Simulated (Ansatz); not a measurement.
**CH9NOSi2: two geometries relaxed**

Aim: relax the geometries before and after the inversion of the pyramid at N1, and see whether they are two minima and how far apart in energy. SMILES of the start: N[SiH2]OC[SiH3].

Program: Ansatz 0.2.0. Level of theory: RKS r2SCAN-D4/6-31G*. These are calculated values, not measurements.

### Step 1. Starting point

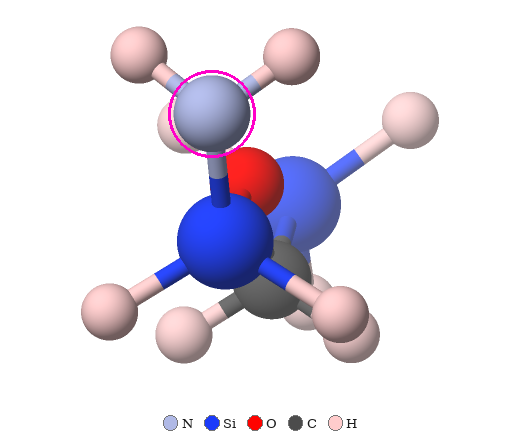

Start, viewed from a free direction; nitrogen light blue, silicon blue, oxygen red, carbon dark grey, hydrogen pink. Ringed: N1.

Coordinates:

```xyz
14

N    -1.7637   -1.4410    1.9130
Si   -0.4461   -1.5378    0.9224
O    -0.3410   -0.0333    0.2206
C     0.8453    0.2237   -0.6798
Si    0.8430    1.9393   -1.4258
H    -2.5839   -1.0865    1.3074
H    -1.6298   -0.6181    2.5428
H     0.7692   -1.7976    1.7655
H    -0.6867   -2.5366   -0.0716
H     1.7274    0.0410   -0.1379
H     0.6942   -0.4908   -1.4948
H    -0.3722    2.2505   -2.1691
H     1.9560    2.0798   -2.3430
H     0.9754    2.9784   -0.3207
```

### Step 2. Relaxing end A

The input, input.yaml:

```yaml
crystal:
  periodic: [false, false, false]
  atoms:
    - { symbol: "N", position_ang: [-1.7637, -1.441, 1.913] }
    - { symbol: Si, position_ang: [-0.4461, -1.5378, 0.9224] }
    - { symbol: O, position_ang: [-0.341, -0.0333, 0.2206] }
    - { symbol: C, position_ang: [0.8453, 0.2237, -0.6798] }
    - { symbol: Si, position_ang: [0.843, 1.9393, -1.4258] }
    - { symbol: H, position_ang: [-2.5839, -1.0865, 1.3074] }
    - { symbol: H, position_ang: [-1.6298, -0.6181, 2.5428] }
    - { symbol: H, position_ang: [0.7692, -1.7976, 1.7655] }
    - { symbol: H, position_ang: [-0.6867, -2.5366, -0.0716] }
    - { symbol: H, position_ang: [1.7274, 0.041, -0.1379] }
    - { symbol: H, position_ang: [0.6942, -0.4908, -1.4948] }
    - { symbol: H, position_ang: [-0.3722, 2.2505, -2.1691] }
    - { symbol: H, position_ang: [1.956, 2.0798, -2.343] }
    - { symbol: H, position_ang: [0.9754, 2.9784, -0.3207] }
basis:
  gaussian: { orbitals: "6-31G*" }
hamiltonian:
  xc: r2scan
  dispersion: d4
relax:
  f_tol: 0.015
  max_steps: 40
output:
  orbitals: {}
```

Started as:

```sh
$ ansatz run input.yaml --threads 2 --pin off --max-ram 3072MiB --backend cpu --events-out ev --progress --plain --runs-dir out
```

Standard output (excerpt; [...] marks lines left out):

```text
Warning: RAYON_NUM_THREADS=2 ignored (pool sized by the plan → 2); use --threads N
[...]
Functional definition: r2SCAN
[...]
1298 factors; their error is unknown
[...]
mean field -20471.17712785 eV, -752.3018835862 hartree, gradient 1.6e-5 eV, S^2 0.000000; 0 other end points of the search recorded, 0 dependent functions left out
[...]
reference -20471.17714034 eV, -752.3018840451 hartree; 29, 29 occupied and 72, 72 virtual orbitals, 1298 factors
relax step   1: F+E_penalty+E_count = -20471.25152655 eV  Δ(F+E_penalty+E_count) = +0.000e0 eV  max|allowed force component| = 3.660e0 eV/Å  Δτ_max = 0.0000 Å  (28 SCF iters, accepted)
[...]
relax step   6: F+E_penalty+E_count = -20471.89633830 eV  Δ(F+E_penalty+E_count) = -6.261e-4 eV  max|allowed force component| = 7.080e-2 eV/Å  Δτ_max = 0.0113 Å  (32 SCF iters, accepted)
[...]
relax step   7: F+E_penalty+E_count = -20471.89657716 eV  Δ(F+E_penalty+E_count) = -2.389e-4 eV  max|allowed force component| = 4.969e-3 eV/Å  Δτ_max = 0.0046 Å  (24 SCF iters, accepted)
1298 factors; their error is unknown
[...]
mean field -20471.82259950 eV, -752.3256042320 hartree, gradient 1.3e-5 eV, S^2 0.000000; 1 other end points of the search recorded, 0 dependent functions left out
[...]
reference -20471.82261208 eV, -752.3256046942 hartree; 29, 29 occupied and 72, 72 virtual orbitals, 1298 factors
Total energy: -20471.89658973 eV, -752.3283233228 hartree
Atom 0 at    -1.842670    -1.370357     1.940294 Å, force    -0.003529     0.002704     0.001954 eV/Å
Atom 1 at    -0.475743    -1.373475     0.906643 Å, force    -0.003766    -0.004309     0.004969 eV/Å
Atom 2 at    -0.234903     0.091195     0.137707 Å, force     0.003570     0.000405    -0.004047 eV/Å
Atom 3 at     0.885707     0.201904    -0.752950 Å, force    -0.002253    -0.001583     0.002153 eV/Å
Atom 4 at     0.888447     1.965917    -1.451176 Å, force     0.000319    -0.000123    -0.000343 eV/Å
Atom 5 at    -2.773784    -1.356248     1.541902 Å, force     0.000113     0.000059    -0.000395 eV/Å
Atom 6 at    -1.817070    -0.845167     2.805990 Å, force     0.000421    -0.000382     0.000194 eV/Å
Atom 7 at     0.724217    -1.678405     1.736969 Å, force     0.002609     0.000226    -0.000018 eV/Å
Atom 8 at    -0.688752    -2.426345    -0.127001 Å, force     0.001217    -0.000142    -0.003027 eV/Å
Atom 9 at     1.832140    -0.003875    -0.222909 Å, force     0.000820     0.000670    -0.001688 eV/Å
Atom 10 at     0.813282    -0.536294    -1.570767 Å, force     0.001297     0.001635     0.000040 eV/Å
Atom 11 at    -0.379186     2.219470    -2.187322 Å, force    -0.000223     0.000039     0.000023 eV/Å
Atom 12 at     2.038836     2.134954    -2.387494 Å, force    -0.000527     0.000525     0.000215 eV/Å
Atom 13 at     1.016579     2.947726    -0.340885 Å, force    -0.000068     0.000277    -0.000029 eV/Å
Dipole moment:    -0.077357    -0.024645     0.067443 e Å
```

It took 13 s on 2 threads of AMD EPYC 9R45 (Zen 5), shared host; peak memory 0.2 GiB.

Relaxation path:

```
step  energy from step 1 (eV)  largest force component (eV/Å)
   1                   0.0000                          3.6600
   2                  -0.4725                          1.5420
   3                  -0.6215                          0.3552
   4                  -0.6366                          0.2991
   5                  -0.6442                          0.1262
   6                  -0.6448                          0.0708
   7                  -0.6450                          0.0050
```

Step 1 is the start.

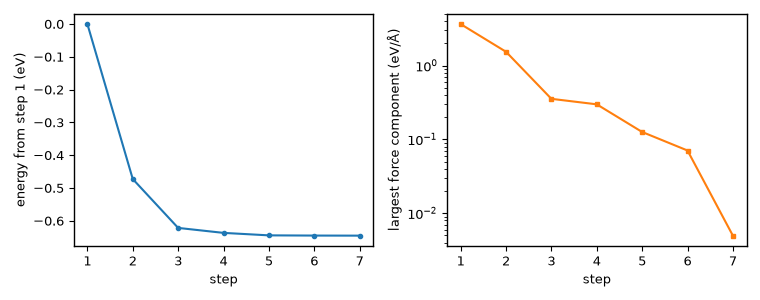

How energy and force went from step to step.

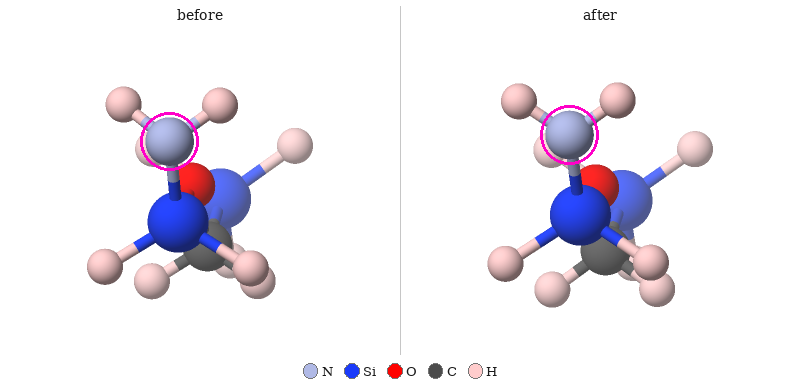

Before and after, at one scale.

After: Bond lengths: N1–Si2 1.714 Å, Si2–O3 1.672 Å, O3–C4 1.436 Å, C4–Si5 1.897 Å, N1–H6 1.013 Å, N1–H7 1.013 Å, Si2–H8 1.491 Å, Si2–H9 1.491 Å, C4–H10 1.104 Å, C4–H11 1.104 Å, Si5–H12 1.488 Å, Si5–H13 1.493 Å, Si5–H14 1.488 Å. Angles (14 of 22 angles, heavy atoms first): N1–Si2–O3 113.0°, Si2–O3–C4 117.7°, O3–C4–Si5 107.5°, N1–Si2–H8 107.8°, N1–Si2–H9 107.8°, O3–Si2–H8 108.6°, O3–Si2–H9 108.7°, Si2–N1–H6 119.7°, Si2–N1–H7 119.8°, O3–C4–H10 110.9°, O3–C4–H11 110.9°, Si5–C4–H10 110.4°, Si5–C4–H11 110.4°, C4–Si5–H12 109.8°.

### Step 3. End point B

The second end starts from a geometry with the move made by hand.

input.yaml, as its differences from that of step 2:

```diff
@@ -8,4 +8,4 @@
     - { symbol: Si, position_ang: [0.843, 1.9393, -1.4258] }
-    - { symbol: H, position_ang: [-2.5839, -1.0865, 1.3074] }
-    - { symbol: H, position_ang: [-1.6298, -0.6181, 2.5428] }
+    - { symbol: H, position_ang: [-2.39145, -2.28784, 1.68077] }
+    - { symbol: H, position_ang: [-1.45688, -1.69756, 2.87829] }
     - { symbol: H, position_ang: [0.7692, -1.7976, 1.7655] }
@@ -25,3 +25 @@
   max_steps: 40
-output:
-  orbitals: {}
```

Started as:

```sh
$ ansatz run input.yaml --threads 2 --pin off --max-ram 3072MiB --backend cpu --events-out ev --progress --plain --runs-dir out
```

Standard output (excerpt; [...] marks lines left out):

```text
Warning: RAYON_NUM_THREADS=2 ignored (pool sized by the plan → 2); use --threads N
[...]
Functional definition: r2SCAN
[...]
1298 factors; their error is unknown
[...]
mean field -20471.03383672 eV, -752.2966177343 hartree, gradient 1.2e-5 eV, S^2 0.000000; 0 other end points of the search recorded, 0 dependent functions left out
[...]
reference -20471.03384926 eV, -752.2966181951 hartree; 29, 29 occupied and 72, 72 virtual orbitals, 1298 factors
relax step   1: F+E_penalty+E_count = -20471.10759175 eV  Δ(F+E_penalty+E_count) = +0.000e0 eV  max|allowed force component| = 3.154e0 eV/Å  Δτ_max = 0.0000 Å  (27 SCF iters, accepted)
[...]
relax step   4: F+E_penalty+E_count = -20471.77430761 eV  Δ(F+E_penalty+E_count) = +8.310e-3 eV  max|allowed force component| = 1.254e0 eV/Å  Δτ_max = 0.0904 Å  (28 SCF iters, rejected (line search))
[...]
Atom 4 at     0.742718     1.923264    -1.324277 Å, force    -0.002217     0.000419     0.000465 eV/Å
Atom 5 at    -2.606073    -1.773669     1.600371 Å, force     0.006927     0.000721     0.000816 eV/Å
Atom 6 at    -1.649999    -1.243777     2.857337 Å, force     0.000359    -0.002165    -0.002223 eV/Å
Atom 7 at     0.910833    -1.859159     1.688458 Å, force    -0.000088     0.000857    -0.000629 eV/Å
Atom 8 at    -0.502153    -2.630231    -0.165962 Å, force    -0.000607     0.001109    -0.000445 eV/Å
Atom 9 at     1.843909    -0.043502    -0.229650 Å, force     0.000258     0.000404    -0.000605 eV/Å
Atom 10 at     0.819952    -0.569688    -1.576113 Å, force     0.001150    -0.000408    -0.000092 eV/Å
Atom 11 at    -0.559483     2.132815    -2.012282 Å, force    -0.000661    -0.000152    -0.001236 eV/Å
Atom 12 at     1.852026     2.217106    -2.279402 Å, force    -0.001953    -0.002387     0.002946 eV/Å
Atom 13 at     0.839808     2.850561    -0.165092 Å, force     0.001936     0.001685    -0.000217 eV/Å
Dipole moment:    -0.073761    -0.033359     0.067090 e Å
```

It took 22 s on 2 threads of AMD EPYC 9R45 (Zen 5), shared host; peak memory 0.2 GiB.

Relaxation path:

```
step  energy from step 1 (eV)  largest force component (eV/Å)
   1                   0.0000                          3.1537
   2                  -0.5348                          1.5193
   3                  -0.6750                          0.5355
  4x                  -0.6667                          1.2540
   5                  -0.7036                          0.3147
   6                  -0.7395                          0.2080
   7                  -0.7725                          0.4475
   8                  -0.7869                          0.1004
   9                  -0.7884                          0.0400
  10                  -0.7887                          0.0557
  11                  -0.7888                          0.0357
 12x                  -0.7888                          0.1124
  13                  -0.7890                          0.0081
```

Step 1 is the start. 2 steps were tried and not accepted (marked x).

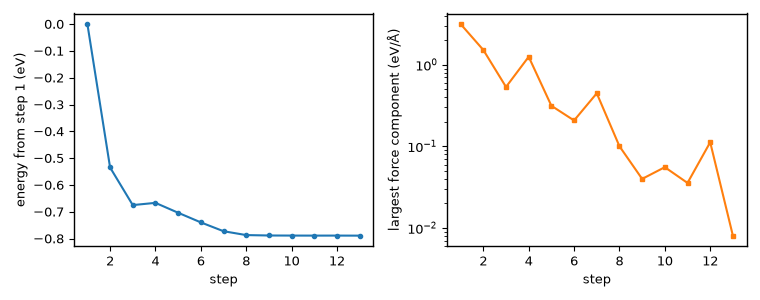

How energy and force went from step to step.

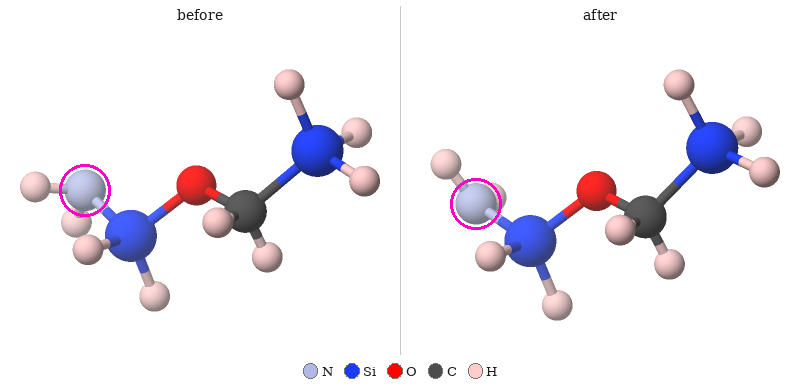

Before and after, at one scale.

After: Bond lengths: N1–Si2 1.714 Å, Si2–O3 1.672 Å, O3–C4 1.436 Å, C4–Si5 1.897 Å, N1–H6 1.013 Å, N1–H7 1.013 Å, Si2–H8 1.491 Å, Si2–H9 1.491 Å, C4–H10 1.104 Å, C4–H11 1.104 Å, Si5–H12 1.488 Å, Si5–H13 1.493 Å, Si5–H14 1.488 Å. Angles (14 of 22 angles, heavy atoms first): N1–Si2–O3 113.0°, Si2–O3–C4 117.8°, O3–C4–Si5 107.5°, N1–Si2–H8 107.9°, N1–Si2–H9 107.8°, O3–Si2–H8 108.6°, O3–Si2–H9 108.7°, Si2–N1–H6 119.8°, Si2–N1–H7 119.7°, O3–C4–H10 110.9°, O3–C4–H11 110.9°, Si5–C4–H10 110.4°, Si5–C4–H11 110.5°, C4–Si5–H12 109.8°.

### Step 4. Summary of results

| quantity | value |
| --- | --- |
| end A | 6 moves, 0.645 eV lower |
| end B | 10 moves, 0.789 eV lower |
| largest difference between the ends | 0.01 Å |
| end B relative to end A | +0.000 eV |

**Reading.** The two relaxations end at one structure, within 0.01 Å: no second minimum was found from this start, which doesn't rule one out.
